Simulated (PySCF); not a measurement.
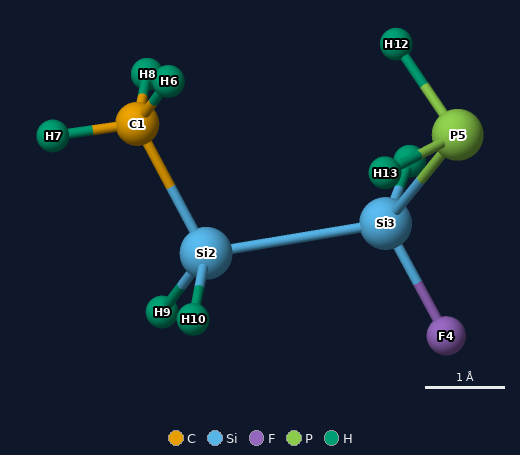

Figure 1. The input geometry (ball-and-stick view, seen at a tilt; atoms are numbered from 1 in the order of the input).

**NMR shielding calculation of CH$_{8}$FPSi$_{2}$**

CH$_{8}$FPSi$_{2}$, computed with GIAO LDA/pcSseg-1 NMR shielding, non-relativistic, gas phase (PySCF 2.14.0).

The geometry comes from this level: PBE0-D3(BJ)/def2-SVP. Figures and captions count atoms from 1; the log counts them from 0 in places.

## Input
```
{"job": {"kind": "nmr", "xc": "LDA", "basis": "pcSseg-1", "pop": false}, "charge": 0, "multiplicity": 1}
C      1.773172     0.487592     0.433085
Si     0.744478    -0.090712    -1.037095
Si    -1.259286    -1.016875    -0.255299
F     -2.179520    -1.468979    -1.530292
P     -2.465967     0.431019     0.997709
H      1.221598     1.233611     1.025275
H      2.711773     0.948608     0.089660
H      2.028996    -0.355416     1.092561
H      1.505530    -1.084371    -1.857949
H      0.387967     1.069953    -1.913615
H     -1.042894    -2.225513     0.598873
H     -1.448344     0.451198     2.004200
H     -1.970360     1.602298     0.344251
```

The first line tells a small driver script what to run in PySCF; the rest is the geometry in Å.

Run on 1 CPU thread, shared host.

Command:
```bash
OMP_NUM_THREADS=1 python <driver script> task.json out
```

## Log
```
coarse grid: 12008 points
cycle   1  E = -1058.4103481364  dE =  2.581e-02  |g| = 6.880e-01  |ddm| = 3.168e+00
cycle   2  E = -1058.1281006762  dE =  2.822e-01  |g| = 1.424e+00  |ddm| = 2.007e+00
cycle   3  E = -1058.4996537036  dE = -3.716e-01  |g| = 1.776e-01  |ddm| = 1.507e+00
cycle   4  E = -1058.5052210603  dE = -5.567e-03  |g| = 6.904e-02  |ddm| = 2.149e-01
cycle   5  E = -1058.5062828302  dE = -1.062e-03  |g| = 1.173e-02  |ddm| = 7.437e-02
cycle   6  E = -1058.5063246567  dE = -4.183e-05  |g| = 5.460e-03  |ddm| = 2.648e-02
cycle   7  E = -1058.5063325697  dE = -7.913e-06  |g| = 9.368e-04  |ddm| = 8.694e-03
final grid: 101568 points
cycle   8  E = -1058.5064379432  dE = -1.599e-05  |g| = 2.698e-03  |ddm| = 2.149e-02
cycle   9  E = -1058.5064343070  dE =  3.636e-06  |g| = 4.631e-03  |ddm| = 7.057e-03
cycle  10  E = -1058.5064398164  dE = -5.509e-06  |g| = 5.084e-04  |ddm| = 4.417e-03
cycle  11  E = -1058.5064398620  dE = -4.561e-08  |g| = 1.919e-04  |ddm| = 7.760e-04
cycle  12  E = -1058.5064398679  dE = -5.919e-09  |g| = 4.858e-05  |ddm| = 2.000e-04
cycle  13  E = -1058.5064398685  dE = -6.173e-10  |g| = 1.172e-05  |ddm| = 7.477e-05
```

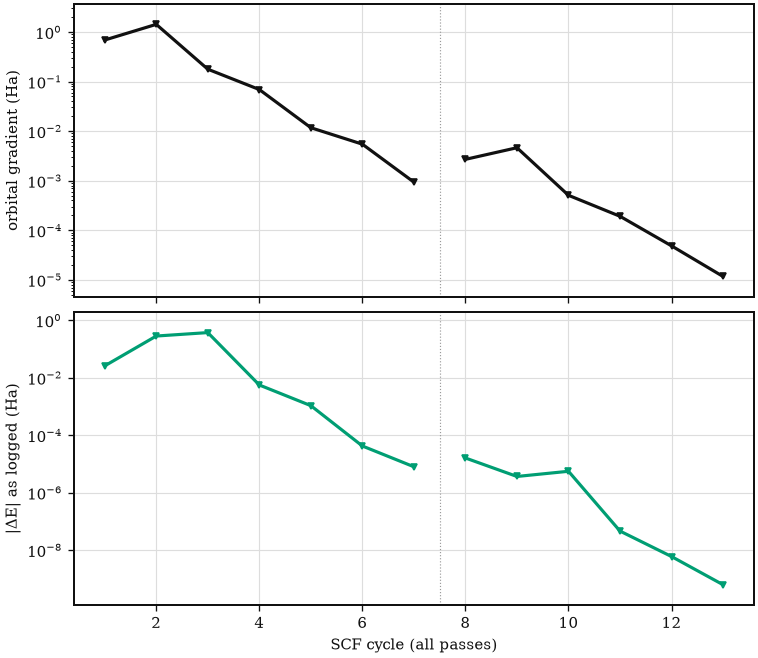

Figure 2. Convergence of the self-consistent field: orbital gradient and size of the energy change against the SCF cycle. The dotted line marks the change from a coarse to the final integration grid. The first 7 cycles use a coarse grid, the final grid takes over at cycle 8, and the field converges after 13 cycles in all.

```
converged SCF energy = -1058.5064398685

GIAO shielding tensors (ppm)
atom      isotropic    diamagn.    paramagn.     s11        s22        s33       span
  0 C      194.772     254.368     -59.596    188.332    194.739    201.246     12.914
  1 Si     393.504     882.693    -489.189    370.655    383.209    426.647     55.992
  2 Si     267.915     878.833    -610.919    157.544    247.024    399.175    241.631
  3 F      390.992     464.789     -73.797    339.790    397.059    436.128     96.338
  4 P      546.041     967.749    -421.708    481.547    567.073    589.503    107.957
  5 H       30.943      31.758      -0.815     25.757     29.646     37.426     11.668
  6 H       30.412      28.471       1.941     25.388     27.170     38.677     13.288
  7 H       30.918      30.584       0.334     26.391     28.236     38.127     11.736
  8 H       26.397      28.713      -2.316     23.031     24.382     31.778      8.747
  9 H       26.730      29.469      -2.739     23.981     24.768     31.440      7.459
 10 H       24.270      28.454      -4.184     21.848     23.397     27.565      5.717
 11 H       29.278      30.439      -1.161     24.844     27.196     35.795     10.952
 12 H       28.620      30.315      -1.695     24.548     26.582     34.730     10.182
```

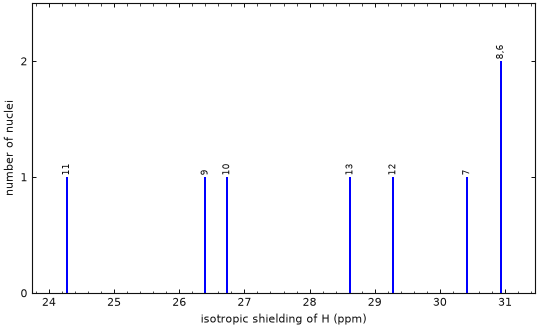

Figure 3. Isotropic shieldings of the hydrogen nuclei in this fixed geometry, labelled by atom number; shielding grows to the right, so chemical shift grows to the left. The least shielded is H11 (24.3 ppm), the most shielded H6 (30.9 ppm).

## Summary

```tsv
quantity	value
outcome	converged
total energy	−1058.506440 hartree
HOMO	−6.44 eV
LUMO	−1.60 eV
dipole moment	2.91 D
isotropic shielding, C	194.8 ppm
isotropic shielding, Si	267.9 to 393.5 ppm
isotropic shielding, F	391.0 ppm
isotropic shielding, P	546.0 ppm
isotropic shielding, H	24.3 to 30.9 ppm
wall time	22 s
peak memory	0.93 GiB
```
